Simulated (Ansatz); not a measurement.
## Lattice dynamics of PbO (model cell, started as layered BN type)

Wanted: vibrations and spectra of PbO (model cell, started as layered BN type); the cell is already relaxed. After the zone centre comes a 3×3×2 q mesh on a 9×9×4 k mesh.

Calculated with Ansatz 0.2.0; DFT PBEsol, scalar-relativistic, plane waves, PAW; PAW set soft_1.

The structure was built from a prototype and need not be the compound's stable phase.

## Step 1: Starting point

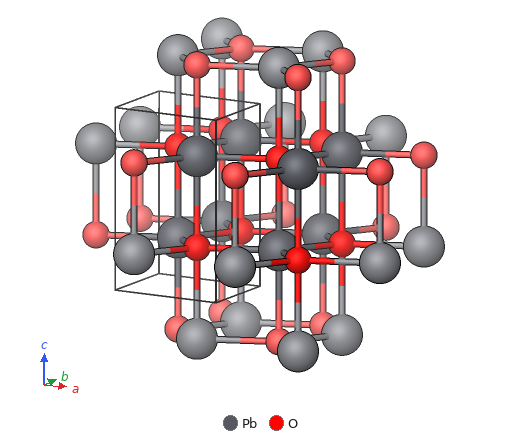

The cell as given, slightly off an axis (lead dark grey, oxygen red). 2×2×1 cells are drawn. Some periodic images of atoms are drawn too.

## Step 2: Zone-centre response

The cell comes from relaxations at this level that are not shown. The zone centre comes first: it holds the modes that light can see, as far as symmetry allows. The response to a homogeneous field gives the Born charges and the dielectric tensor, and its change with displacement the Raman tensors.

The input, input.yaml:

```yaml
crystal:
  lattice:
    - [4.2392552545, 2.9652e-06, 0.0]
    - [-2.1196301952, 3.671301261, 0.0]
    - [0.0, 0.0, 5.2432298645]
  atoms:
    - { symbol: Pb, position: [0.3333333333, 0.6666666667, 0.25] }
    - { symbol: Pb, position: [0.6666666667, 0.3333333333, 0.75] }
    - { symbol: O, position: [0.6666666667, 0.3333333333, 0.25] }
    - { symbol: O, position: [0.3333333333, 0.6666666667, 0.75] }
kpoints:
  mp_grid: { grid: [9, 9, 4] }
hamiltonian:
  xc: pbesol
  pseudopotentials: { kind: paw, azcp: { folder: soft_1 }, xc_functional: pbe }
scf:
  occupations: { method: fixed }
output:
  eigenvalues: true
phonons:
  method: dfpt
  dielectric: true
  rigid_motions: translations
  raman: true
```

Command:

```
$ ansatz run input.yaml --threads 4 --pin off --max-ram 10240MiB --backend cpu --events-out ev --progress --plain --runs-dir out
```

Then come: response at finite wavevector; another isotope, element O, natural mass 15.999 amu; isotope substitution, element Pb, natural mass 207.2 amu. Settings of the main run: cutoff 420 eV, 9×9×4 k-mesh, 3×3×2 q-mesh, fixed occupations, PAW set soft 1.

Q: Predict the highest optical mode at the zone centre, top of the zone-centre spectrum with the field, lowest optical zone-centre mode and lowest mode on the q mesh.

Modes are clearly imaginary (beyond 10i cm⁻¹) at 4 of the 6 irreducible wavevectors, most at Γ (205.0i cm⁻¹), so this structure is not a minimum of the energy. Without the field, the optical modes at Γ span -205 to 247 cm⁻¹ (negative means imaginary). The highest mode in this list at Γ, 247.4 cm⁻¹, is mostly motion of O (93 % of the kinetic energy).

```
volume per atom                                         : 20.4 Å³
gap on the k-mesh                                       : 1.20 eV
highest optical mode at the zone centre (no LO-TO term) : 247 cm⁻¹
top of the zone-centre spectrum with the field          : 344 cm⁻¹
lowest optical zone-centre mode                         : -205 cm⁻¹
mean high-frequency dielectric constant                 : 9.08
largest Born charge (third of the trace)                : 2.81 e
lowest mode on the q mesh (acoustic modes at Γ apart)   : -205 cm⁻¹
highest frequency on the path or at a solved wavevector : 356 cm⁻¹
imaginary modes on the 3×3×2 q mesh                     : yes
```

With the macroscopic field of the longitudinal modes the top of the zone-centre spectrum lies at 344 cm⁻¹, against 247 cm⁻¹ without it. Among the real modes, the strongest infrared line is at 247 cm⁻¹. Averaged over orientations, the strongest Raman line at 532 nm and 300 K is at 218 cm⁻¹. The tensors are the static, non-resonant ones, while 532 nm light (2.33 eV) lies above the computed gap. With the field response the log warns that the k mesh is coarse for the force constants too, so the frequencies may not be converged. The program warns that the interpolation holds no quadrupole term, so branches close to Γ can be off in this crystal. Spin-orbit coupling is left out, which can matter for the heavy elements here. The PAW files were made for PBE and serve the other functionals too. The starting cell was built on a prototype and not taken from a measurement, so the phase need not exist. These are harmonic frequencies at zero temperature: anharmonic shifts, linewidths and thermal expansion are left out.

[Logs are printed without paths, hosts, clocks, repeated set-up lines and the standing remarks that a program may print on its own settings, such as how far it seeks lower states.]

[Hosts, paths, dates, database ids (printed as entryN), source tags and the programs' standing remarks are cut or masked in the printed files.]
